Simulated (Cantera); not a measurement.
Feed: 1 mol C₂H₅OH, 0.076 mol NH₃, equilibrated at 18.0 Torr.

Method: chemical equilibrium by Gibbs-energy minimisation in Cantera with the NASA 1993 tables (ideal gas, pure condensed phases). Candidate condensed phases: C, C₆H₆, C₇H₈, C₈H₁₈, H₂O; 136 gas species. Equilibrium is a limit: real reactors are often held back by kinetics, nucleation or transport.

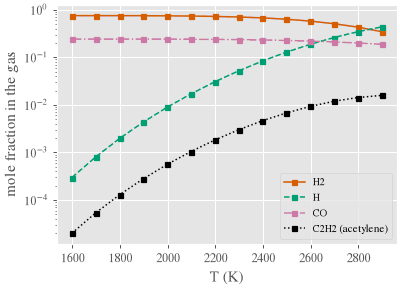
Equilibrium gas composition (values under 1e-9 drawn at 1e-9)

Task: Read off the mole fractions at 2498 K.

Result: H₂ about 0.63, CO about 0.23, H about 0.13, C₂H₂ (acetylene) about 0.0067.
